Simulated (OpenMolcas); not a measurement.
## Single-point calculation, with input and output: BH$_{2}$S (part 2 of 2)

The same run, continued: BH$_{2}$S, multiplicity 4, SMILES [BH]S; MRCI/STO-3G (OpenMolcas 26.06). The geometry is that of the parent species in another charge or spin state. The geometry comes from this level: GFN2-xTB.

Geometry of the input (Å):
```
B  0.3860  -0.3480  0.7801
S  -0.0384  1.1098  -0.0310
H  0.2474  -1.4486  0.4427
H  -0.5949  0.6868  -1.1918
```

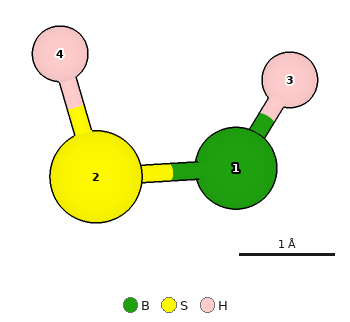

The structure as given in the input (ball-and-stick view, seen at a tilt; atoms are numbered from 1 in the order of the input).

**Log, continued**
```
                                               &GUGA

                       available to each process: 1.9 GB of memory, 1 thread

      ************************************************************************************************************************
      *                                                        Title:                                                        *
      *                                                 (No title was given)                                                 *
      ************************************************************************************************************************

      ALL SINGLE AND DOUBLE REPLACEMENTS

      NUMBER OF ELECTRONS IN CI        11
      TOTAL SPIN QUANTUM NUMBER      1.50

              ORBITALS PER SYMMETRY
                  1
      INACTIVE    4
      ACTIVE      3
      VALENCE     0
      CORE        0
      ONEOCC      0
  Number of vertices                   97                   78

      INTERNAL CONFIGURATIONS (FORMAL)

      NUMBER OF VALENCE STATES              31
      NUMBER OF DOUBLET COUPLED SINGLES    139
      NUMBER OF TRIPLET COUPLED DOUBLES     45
      NUMBER OF SINGLET COUPLED DOUBLES     22

      OCCUPATION OF REFERENCE STATES

      REF.STATE  ORB: 1   2   3
          1           1   1   1
      WAVE-FUNCTION SYMMETRY LABEL:  1

      INTERNAL CONFIGURATIONS (REAL)

      NUMBER OF VALENCE STATES              31
      NUMBER OF DOUBLET COUPLED SINGLES    127
      NUMBER OF TRIPLET COUPLED DOUBLES     45
      NUMBER OF SINGLET COUPLED DOUBLES     22

      COEFFICIENTS FOR DIAG     2096
      TIME FOR DIAG                0

      COEFFICIENTS FOR ABCI      352
      MAXIMUM NUMBER OF ELEMENTS   114
      TIME FOR ABCI                0

      COEFFICIENTS FOR IJKL    24594
      TIME FOR IJKL                0

      COEFFICIENTS FOR AIBJ     5643
      DIFFERENT TYPES      159      124      892      392      136      230     3654
      TIME FOR AIBJ                0

      COEFFICIENTS FOR AIJK    14878
      TIME FOR AIJK                0

      COEFFICIENTS FOR IJ       1632

      COEFFICIENTS FOR AI        611
      TIME FOR ONEEL               0
--- Stop Module: guga /rc=_RC_ALL_IS_WELL_ ---

--- Start Module: mrci ---

                                               &MRCI

                       available to each process: 1.9 GB of memory, 1 thread

      ************************************************************************************************************************
      *                                                        Title:                                                        *
      *                                                ( No title was given )                                                *
      ************************************************************************************************************************

      Cartesian coordinates in angstrom:
      -----------------------------------------------------
      No.  Label        X            Y            Z
      -----------------------------------------------------
       1   B1         0.38596000  -0.34799000   0.78009000
       2   S2        -0.03839000   1.10981000  -0.03102000
       3   H3         0.24736000  -1.44862000   0.44272000
       4   H4        -0.59492000   0.68680000  -1.19179000
      -----------------------------------------------------
      Nuclear repulsion energy =   37.63337826
       THIS IS AN   S D C I   CALCULATION
       (But an ACPF correction will be computed)
       USE THE DEFAULT ACPF G-VALUE GFAC=  0.18181818181818182

       A SMALL CI IS PERFORMED INVOLVING ONLY THE REFERENCE STATES.
       THIS REFERENCE CI WILL USE THE FOLLOWING ROOT SELECTION CRITERIA:

       ROOT SELECTION BY ENERGY ORDERING.
      ONE SINGLE ROOT, NUMBER        1

       THE REFERENCE CI IS FOLLOWED BY THE FULL SPACE
       CALCULATION, WHERE THE SELECTION CRITERION
       IS MAXIMUM OVERLAP WITH THE ROOT(S) SELECTED IN
       THE REFERENCE CI.

      MALMQVIST DIAGONALIZATION

      PRINT LEVEL                          1
      WORKSPACE WORDS, (Re(wp))    232498481
      MAXIMUM NR OF ORBITALS           10000
      MAX NR OF STORED CI/SGM ARR.        10
      MAX NR OF ITERATIONS                20
      ENERGY CONVERGENCE THRESHOLD  1.00E-08
      SPIN QUANTUM NUMBER                1.5
      CORRELATED ELECTRONS                11
      WAVE FUNCTION SYMMETRY LABEL         1
      POINT GROUP ORDER                    1

      SYMMETRY LABEL:                             1
      INACTIVE ORBITALS                           4    4
      ACTIVE ORBITALS                             3    3
      ADDED VALENCE ORB                           0    0
      VIRTUAL ORBITALS                            3    3

      SUM:CORREL ORBITALS                        10   10

      FROZEN ORBITALS                             0    0
      DELETED ORBITALS                            0    0

      SUM:ORBITALS IN CI                         10   10

      PRE-FROZEN ORBITALS                         6    6
      PRE-DELETED ORBITALS                        0    0
      SUM:   TOTAL BASIS                         16   16

         1 REFERENCE STATES
      Occupation of the reference states
      Active orbital nr. 1 2 3
      Ref nr  1          1 1 1

       FIRST ORDER INTERACTING SPACE.

       LIST OF REFERENCE CONFIGURATIONS.
      CONF NR:    GUGA CASE NUMBERS OF ACTIVE ORBITALS:
         31       3333111

       REAL CONFIGURATIONS:

                     REFERENCE        1
                 OTHER VALENCE       30
       DOUBLET COUPLED SINGLES      381
       TRIPLET COUPLED DOUBLES      135
       SINGLET COUPLED DOUBLES      132
                        TOTAL      679

      STATISTICS FOR INTEGRALS, FIRST ENTRY 10**3-10**4

               0         0         0         0        60
             422       386        71       424       159
              17         1         0         0         0
               0         0         0         0         0

 ------------------------------------------------------------
    REFERENCE CI CALCULATION.
 ------------------------------------------------------------
  ROOT SELECTION BY ENERGY ORDERING.
  ONE SINGLE ROOT, NUMBER.....:        1

         LOWEST REFERENCE CI ROOTS:
                     ROOT      1
                   ENERGY  -418.45165993
 CSF NR   31 CASE 3333111     1.000000

 ROOT NR  1 IS USED AS START VECTOR.

 ------------------------------------------------------------
    MR SDCI CALCULATION.
 ------------------------------------------------------------

          CONVERGENCE STATISTICS:
 ITER NVEC     ENERGIES    LOWERING RESIDUAL SEL.WGT CPU(S) CPU TOT
    1    1   -418.45165993          2.82E-01  1.000     0.0     0.0
    2    2   -418.50508668-5.34E-02 5.08E-02  0.962     0.0     0.0
    3    3   -418.50707090-1.98E-03 1.29E-02  0.957     0.0     0.0
    4    4   -418.50721693-1.46E-04 3.95E-03  0.956     0.0     0.0
    5    5   -418.50723444-1.75E-05 1.30E-03  0.956     0.0     0.0
    6    6   -418.50723601-1.57E-06 3.87E-04  0.955     0.0     0.0
    7    7   -418.50723614-1.30E-07 9.80E-05  0.955     0.0     0.0
    8    8   -418.50723615-8.19E-09 3.13E-05  0.955     0.0     0.0
  CONVERGENCE IN ENERGY.
  **********************************************************************
               FINAL RESULTS FOR STATE NR   1
 CORRESPONDING ROOT OF REFERENCE CI IS NR:  1
            REFERENCE CI ENERGY:  -418.45165993
         EXTRA-REFERENCE WEIGHT:     0.04457329
          CI CORRELATION ENERGY:    -0.05557621
                      CI ENERGY:  -418.50723615
            DAVIDSON CORRECTION:    -0.00259278
               CORRECTED ENERGY:  -418.50982893
                ACPF CORRECTION:    -0.00210353
               CORRECTED ENERGY:  -418.50933967

      CI-COEFFICIENTS LARGER THAN 0.050
  NOTE: THE FOLLOWING ORBITALS WERE FROZEN
  ALREADY AT THE INTEGRAL TRANSFORMATION STEP
  AND DO NOT EXPLICITLY APPEAR:
        SYMMETRY:   1
      PRE-FROZEN:   6
  ORDER OF SPIN-COUPLING: (PRE-FROZEN, NOT SHOWN)
                          (FROZEN, NOT SHOWN)
                           VIRTUAL
                           ADDED VALENCE
                           INACTIVE
                           ACTIVE

  ORBITALS ARE NUMBERED WITHIN EACH SEPARATE SYMMETRY.
  **********************************************************************

 NATURAL ORBITALS OF STATE NR.  1
  FULL SET OF ORBITALS ARE SAVED ON FILE CIORB01

 NATURAL ORBITALS IN AO BASIS. IN EACH SYMMETRY,
 THE ORBITALS PRINTED ARE THOSE UP TO AND INCLUDING
 THE LAST ORBITAL WITH OCCUPATION NUMBER LARGER
 THAN THRORB =  0.0000100

                            SYMMETRY LABEL  1

     ORBITAL             1       2       3       4       5       6       7       8       9      10
     OCC.NO.         2.00000 2.00000 2.00000 2.00000 2.00000 2.00000 1.99726 1.98761 1.97753 1.96827

   1  B1     1s      -0.0001  0.0008  0.9906  0.0006  0.0000 -0.0011  0.0045 -0.1010 -0.1500  0.0720
   2  B1     1s       0.0007 -0.0112  0.0368 -0.0094 -0.0000  0.0129  0.0384  0.1957  0.3633 -0.1730
   3  B1     2px     -0.0002  0.0025 -0.0031  0.0005 -0.0045 -0.0037 -0.0184 -0.0605 -0.0504  0.0157
   4  B1     2py      0.0005 -0.0076  0.0017 -0.0095 -0.0001  0.0059  0.0193  0.2246 -0.3046 -0.0254
   5  B1     2pz     -0.0003  0.0047 -0.0064  0.0006  0.0022 -0.0073 -0.0369 -0.1146 -0.1186  0.0318
   6  S2     1s       0.9942 -0.3673 -0.0002 -0.0023  0.0000 -0.0051 -0.0889  0.0296 -0.0021 -0.0019
   7  S2     1s       0.0171  1.0469  0.0002  0.0068 -0.0000  0.0148  0.2976 -0.1062  0.0054  0.0011
   8  S2     1s      -0.0027  0.0562 -0.0071  0.0001  0.0000 -0.0113 -0.9624  0.2231 -0.0504 -0.0990
   9  S2     2px     -0.0000 -0.0032  0.0001  0.4290  0.8852  0.0470 -0.0018 -0.0301  0.0215  0.0870
  10  S2     2px      0.0000 -0.0006 -0.0013  0.0267  0.0475  0.0022  0.0024  0.0897 -0.0647 -0.2504
  11  S2     2py     -0.0002 -0.0095 -0.0002 -0.1405  0.0166  0.9741  0.1196  0.2412  0.0074  0.0542
  12  S2     2py      0.0005 -0.0089  0.0048 -0.0100  0.0009  0.0569 -0.3915 -0.7487 -0.0063 -0.1736
  13  S2     2pz     -0.0001 -0.0069  0.0002  0.8738 -0.4320  0.1339  0.0011 -0.0521  0.0449  0.1807
  14  S2     2pz      0.0001 -0.0016 -0.0024  0.0543 -0.0232  0.0067 -0.0109  0.1541 -0.1343 -0.5212
  15  H3     1s      -0.0000  0.0003 -0.0065 -0.0014  0.0000 -0.0015 -0.0216 -0.0902  0.5832 -0.1272
  16  H4     1s       0.0006 -0.0107 -0.0007  0.0141 -0.0000  0.0074 -0.0204  0.0600  0.0771  0.5745

     ORBITAL            11      12      13      14      15      16
     OCC.NO.         1.00390 0.99824 0.99634 0.03696 0.02197 0.01193

   1  B1     1s       0.0003  0.1746 -0.0001 -0.0976  0.1843 -0.0563
   2  B1     1s      -0.0009 -0.6913  0.0002  0.4970 -1.0117  0.2403
   3  B1     2px      0.5138 -0.3087  0.7558 -0.0182  0.2874 -0.2117
   4  B1     2py      0.0115 -0.2206  0.0169 -0.0462  0.4485  1.1907
   5  B1     2pz     -0.2492 -0.6489 -0.3649 -0.0427  0.6147 -0.3831
   6  S2     1s      -0.0000  0.0171 -0.0000  0.0181  0.0235 -0.0301
   7  S2     1s       0.0000 -0.0503  0.0001 -0.0517 -0.0646  0.0768
   8  S2     1s      -0.0002  0.2835 -0.0007  0.3215  0.4390 -0.6407
   9  S2     2px     -0.2132 -0.0033  0.1920  0.1091  0.0217  0.0424
  10  S2     2px      0.6766  0.0148 -0.6573 -0.4173 -0.0822 -0.1851
  11  S2     2py     -0.0041  0.0414  0.0038  0.0265  0.1242 -0.1509
  12  S2     2py      0.0131 -0.1580 -0.0131 -0.0931 -0.5013  0.6538
  13  S2     2pz      0.1037 -0.0061 -0.0936  0.2250  0.0500  0.0808
  14  S2     2pz     -0.3290  0.0278  0.3205 -0.8601 -0.1906 -0.3534
  15  H3     1s      -0.0003  0.1312  0.0004 -0.3961  1.0507  0.5850
  16  H4     1s       0.0005 -0.2751  0.0014 -0.9851 -0.3698  0.0744
  **********************************************************************

 MULLIKEN CHARGES FOR STATE NR  1

++    Molecular charges:
      ------------------

      Mulliken charges per centre and basis function type
      ---------------------------------------------------

                B1      S2      H3      H4
      1s       2.9989  5.8688  1.1189  0.9832
      2px      0.9421  3.0139  0.0000  0.0000
      2pz      0.7693  3.0518  0.0000  0.0000
      2py      0.6479  3.6050  0.0000  0.0000
      Total    5.3582 15.5396  1.1189  0.9832

      N-E     -0.3582  0.4604 -0.1189  0.0168

      Total electronic charge=   23.000000

      Total            charge=   -0.000000
--

  **********************************************************************

  SUMMARY OF ENERGIES:
                ROOT:       1
        TOTAL ENERGY:   -418.50723615
 DAVIDSON CORRECTION:     -0.00259278
     ACPF CORRECTION:     -0.00210353

  Energies, machine-readable format:
  CI State   1     Total energy:   -418.50723615     QDav:     -0.00259278     QACPF:     -0.00210353

  EXPECTATION VALUES OF VARIOUS OPERATORS:
 (Note: Electronic multipoles include a negative sign.)

    PROPERTY :MLTPL  0   COMPONENT:   1
     GAUGE ORIGIN:      0.00000000      0.00000000      0.00000000
             ROOT:       1
       ELECTRONIC:    -23.00000000
          NUCLEAR:     23.00000000
            TOTAL:     -0.00000000

    PROPERTY :MLTPLS 0   COMPONENT:   1
     GAUGE ORIGIN:      0.00000000      0.00000000      0.00000000
             ROOT:       1
       ELECTRONIC:    -23.00000000
          NUCLEAR:     23.00000000
            TOTAL:     -0.00000000

    PROPERTY :MLTPL  1   COMPONENT:   1
     GAUGE ORIGIN:      0.11219264      1.29702636      0.28732219
             ROOT:       1
       ELECTRONIC:      0.21334043
          NUCLEAR:     -0.75117590
            TOTAL:     -0.53783547

    PROPERTY :MLTPL  1   COMPONENT:   2
     GAUGE ORIGIN:      0.11219264      1.29702636      0.28732219
             ROOT:       1
       ELECTRONIC:      2.40738812
          NUCLEAR:     -1.00347526
            TOTAL:      1.40391285

    PROPERTY :MLTPL  1   COMPONENT:   3
     GAUGE ORIGIN:      0.11219264      1.29702636      0.28732219
             ROOT:       1
       ELECTRONIC:      0.54563051
          NUCLEAR:     -1.59107411
            TOTAL:     -1.04544360

    PROPERTY :MLTPL  2   COMPONENT:   1
     GAUGE ORIGIN:      0.11219264      1.29702636      0.28732219
             ROOT:       1
       ELECTRONIC:    -16.64868325
          NUCLEAR:      4.10548504
            TOTAL:    -12.54319821

    PROPERTY :MLTPL  2   COMPONENT:   2
     GAUGE ORIGIN:      0.11219264      1.29702636      0.28732219
             ROOT:       1
       ELECTRONIC:     10.66824578
          NUCLEAR:     -9.83124700
            TOTAL:      0.83699878

    PROPERTY :MLTPL  2   COMPONENT:   3
     GAUGE ORIGIN:      0.11219264      1.29702636      0.28732219
             ROOT:       1
       ELECTRONIC:     -8.32274327
          NUCLEAR:      8.01993452
            TOTAL:     -0.30280875

    PROPERTY :MLTPL  2   COMPONENT:   4
     GAUGE ORIGIN:      0.11219264      1.29702636      0.28732219
             ROOT:       1
       ELECTRONIC:    -62.62259850
          NUCLEAR:     45.62568996
            TOTAL:    -16.99690854

    PROPERTY :MLTPL  2   COMPONENT:   5
     GAUGE ORIGIN:      0.11219264      1.29702636      0.28732219
             ROOT:       1
       ELECTRONIC:     19.77231845
          NUCLEAR:    -18.24661772
            TOTAL:      1.52570073

    PROPERTY :MLTPL  2   COMPONENT:   6
     GAUGE ORIGIN:      0.11219264      1.29702636      0.28732219
             ROOT:       1
       ELECTRONIC:    -28.64589096
          NUCLEAR:     15.70836675
            TOTAL:    -12.93752422

    PROPERTY :KINETIC    COMPONENT:   1
     GAUGE ORIGIN:      0.00000000      0.00000000      0.00000000
             ROOT:       1
       ELECTRONIC:    414.23592073
          NUCLEAR:      0.00000000
            TOTAL:    414.23592073

    PROPERTY :ATTRACT    COMPONENT:   1
     GAUGE ORIGIN:      0.00000000      0.00000000      0.00000000
             ROOT:       1
       ELECTRONIC:  -1068.05439384
          NUCLEAR:     37.63337826
            TOTAL:  -1030.42101557

    PROPERTY :ATTRACTS   COMPONENT:   1
     GAUGE ORIGIN:      0.00000000      0.00000000      0.00000000
             ROOT:       1
       ELECTRONIC:  -1064.90317478
          NUCLEAR:     37.63337826
            TOTAL:  -1027.26979651

    PROPERTY :MLTPV  2   COMPONENT:   1
     GAUGE ORIGIN:      0.11219264      1.29702636      0.28732219
             ROOT:       1
       ELECTRONIC:     21.76886356
          NUCLEAR:      0.00000000
            TOTAL:     21.76886356

    PROPERTY :MLTPV  2   COMPONENT:   2
     GAUGE ORIGIN:      0.11219264      1.29702636      0.28732219
             ROOT:       1
       ELECTRONIC:     -0.03258758
          NUCLEAR:      0.00000000
            TOTAL:     -0.03258758

    PROPERTY :MLTPV  2   COMPONENT:   3
     GAUGE ORIGIN:      0.11219264      1.29702636      0.28732219
             ROOT:       1
       ELECTRONIC:      0.57456437
          NUCLEAR:      0.00000000
            TOTAL:      0.57456437

    PROPERTY :MLTPV  2   COMPONENT:   4
     GAUGE ORIGIN:      0.11219264      1.29702636      0.28732219
             ROOT:       1
       ELECTRONIC:     23.68832745
          NUCLEAR:      0.00000000
            TOTAL:     23.68832745

    PROPERTY :MLTPV  2   COMPONENT:   5
     GAUGE ORIGIN:      0.11219264      1.29702636      0.28732219
             ROOT:       1
       ELECTRONIC:      0.03332865
          NUCLEAR:      0.00000000
            TOTAL:      0.03332865

    PROPERTY :MLTPV  2   COMPONENT:   6
     GAUGE ORIGIN:      0.11219264      1.29702636      0.28732219
             ROOT:       1
       ELECTRONIC:     22.71051988
          NUCLEAR:      0.00000000
            TOTAL:     22.71051988

    PROPERTY :ONEHAM     COMPONENT:   1
     GAUGE ORIGIN:      0.00000000      0.00000000      0.00000000
             ROOT:       1
       ELECTRONIC:   -653.81847311
          NUCLEAR:     37.63337826
            TOTAL:   -616.18509485

    PROPERTY :ONEHAM 0   COMPONENT:   1
     GAUGE ORIGIN:      0.00000000      0.00000000      0.00000000
             ROOT:       1
       ELECTRONIC:   -653.81847311
          NUCLEAR:     37.63337826
            TOTAL:   -616.18509485

    PROPERTY :FCKINT     COMPONENT:   1
     GAUGE ORIGIN:      0.00000000      0.00000000      0.00000000
             ROOT:       1
       ELECTRONIC:   -299.92370447
          NUCLEAR:      0.00000000
            TOTAL:   -299.92370447

--- Stop Module: mrci /rc=_RC_ALL_IS_WELL_ ---

.##################.
.# Happy landing! #.
.##################.

    Timing: Wall=0.98 User=0.67 System=0.30
```
